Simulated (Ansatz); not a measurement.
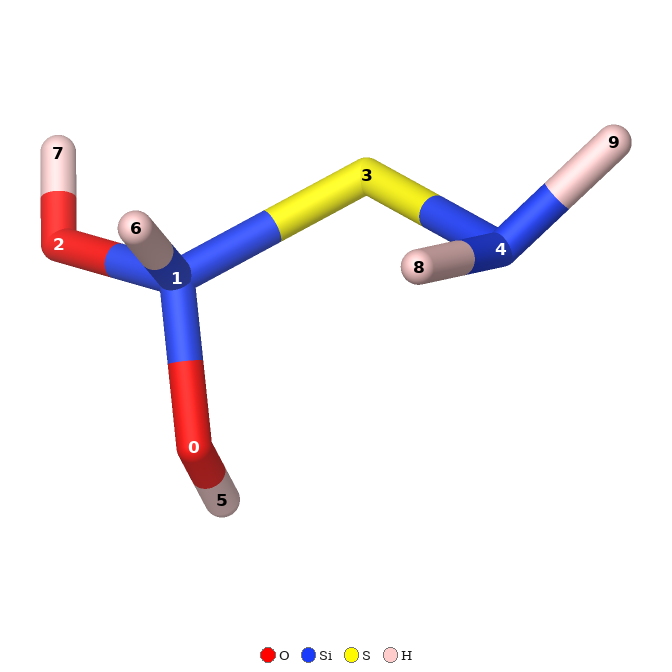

The structure as it stands in the input. Atoms are numbered from 0, in the order of the input.

Input file:

```yaml
crystal:
  periodic: [false, false, false]
  atoms:
    - {symbol: O, position_ang: [1.344378, -1.291457, 0.019213]}
    - {symbol: Si, position_ang: [0.729819, 0.081784, -0.603343]}
    - {symbol: O, position_ang: [1.955980, 1.088709, -0.997210]}
    - {symbol: S, position_ang: [-0.504650, 1.149279, 0.787216]}
    - {symbol: Si, position_ang: [-1.883652, -0.419982, 1.221599]}
    - {symbol: H, position_ang: [1.895846, -1.220026, 0.801064]}
    - {symbol: H, position_ang: [-0.067406, -0.348787, -1.766521]}
    - {symbol: H, position_ang: [1.769053, 2.023069, -1.096846]}
    - {symbol: H, position_ang: [-2.070637, -1.285794, 0.022140]}
    - {symbol: H, position_ang: [-3.168730, 0.223206, 1.612687]}
basis:
  gaussian: {orbitals: def2-TZVPP}
magnetization: {spin_polarized: true, initial_magnetization: 1}
hamiltonian: {xc: {name: B3LYP}, dispersion: d4}
output: {forces: true, orbitals: {seedname: orbitals}}
```

Command:

```sh
ansatz run in.yaml --threads 2 --pin off --events-out ev --progress --plain --max-ram 32768MiB --backend cpu
```

What the program printed:

```
Functional definition: B3LYP
  name "B3LYP"
  cite "Stephens, Devlin, Chabalowski & Frisch, J. Phys. Chem. 98, 11623 (1994) doi:10.1021/j100096a001"
  cite "Becke, Phys. Rev. A 38, 3098 (1988) doi:10.1103/PhysRevA.38.3098"
  cite "Lee, Yang & Parr, Phys. Rev. B 37, 785 (1988) doi:10.1103/PhysRevB.37.785"
  cite "Vosko, Wilk & Nusair, Can. J. Phys. 58, 1200 (1980) doi:10.1139/p80-159"
  parameter a0 = 0.2
  parameter ax = 0.72
  parameter ac = 0.81
  exchange = (1 - a0 - ax)*slater_x + ax*b88_x + a0*exact_x
  correlation = (1 - ac)*vwn_rpa_c + ac*lyp_c
1475 factors; their error is unknown
mean field evaluation 1: about -30763.9221 eV, gradient 5.5e1 eV
mean field evaluation 2: about -30742.1033 eV, gradient 9.4e1 eV
mean field evaluation 4: about -30773.4088 eV, gradient 3.9e0 eV
mean field evaluation 8: about -30773.5168 eV, gradient 1.6e-1 eV
mean field evaluation 16: about -30773.5168 eV, gradient 1.3e-4 eV
mean field -30773.51682440 eV, -1130.9058842577 hartree, gradient 2.5e-5 eV, S^2 0.752422; 0 other end points of the search recorded, 0 dependent functions left out
the calculation of the forces begins
reference -30773.51710009 eV, -1130.9058943891 hartree; 33, 32 occupied and 225, 226 virtual orbitals, 1475 factors
Total energy: -30774.00351523 eV, -1130.9237698159 hartree
Atom 0 at     1.344378    -1.291457     0.019213 Å, force     0.053040    -0.093806     0.070798 eV/Å
Atom 1 at     0.729819     0.081784    -0.603343 Å, force    -0.102238    -0.052092    -0.252979 eV/Å
Atom 2 at     1.955980     1.088709    -0.997210 Å, force     0.087767     0.091185    -0.044656 eV/Å
Atom 3 at    -0.504650     1.149279     0.787216 Å, force     0.015402     0.170010     0.044637 eV/Å
Atom 4 at    -1.883652    -0.419982     1.221599 Å, force    -0.229705    -0.156279     0.074896 eV/Å
Atom 5 at     1.895846    -1.220026     0.801064 Å, force     0.028477    -0.054663     0.025021 eV/Å
Atom 6 at    -0.067406    -0.348787    -1.766521 Å, force     0.059771     0.027419     0.075137 eV/Å
Atom 7 at     1.769053     2.023069    -1.096846 Å, force     0.045266     0.046100    -0.017700 eV/Å
Atom 8 at    -2.070637    -1.285794     0.022140 Å, force    -0.005533     0.052689     0.053942 eV/Å
Atom 9 at    -3.168730     0.223206     1.612687 Å, force     0.047753    -0.030563    -0.029096 eV/Å
Dipole moment:     0.043832     0.175819     0.092404 e Å
```
